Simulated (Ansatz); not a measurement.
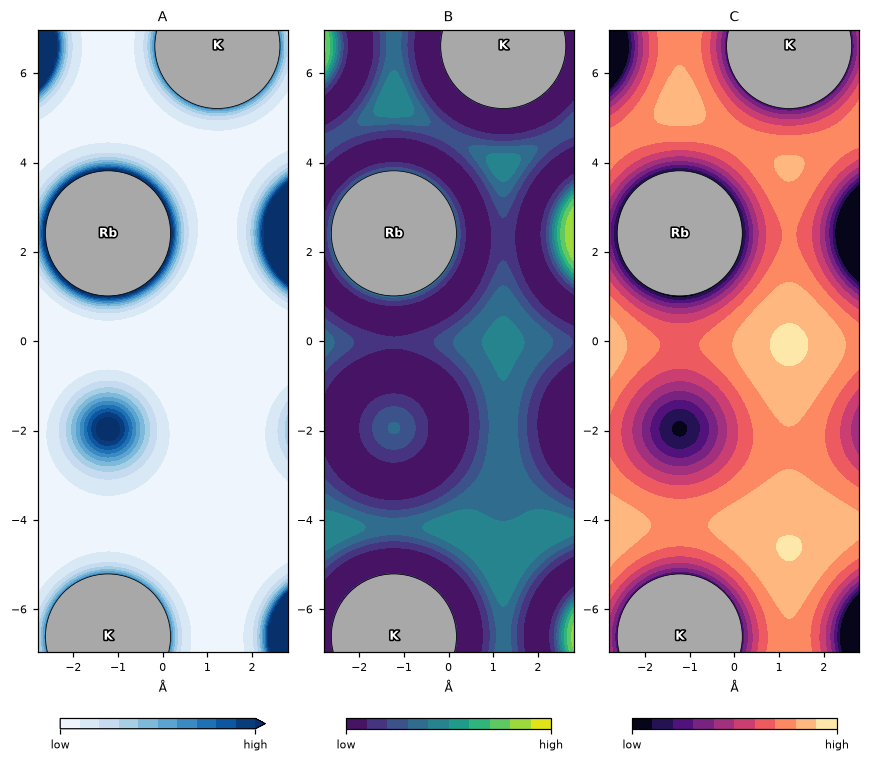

KRb2: 3 fields on the (011̄) plane of the conventional cell, with unlabelled colour scales. Grey discs cover the atomic cores.

Space group P-6m2; a structure generated by program, which may or may not match a known phase; computed without spin polarisation.

Method: Ansatz, DFT PBE, scalar-relativistic, plane waves, PAW.

> Match the panels to the quantities (electron localisation function, electrostatic potential energy of an electron and valence pseudo-density).

Panel A: valence pseudo-density. Panel B: electron localisation function. Panel C: electrostatic potential energy of an electron (low next to the atoms, rising into the space between them). From the grid: K–Rb (4.86 Å): ρ is about 0.02 e/Å³ halfway; the ELF is about 0.25 at the midpoint; no localised pair shows between them.
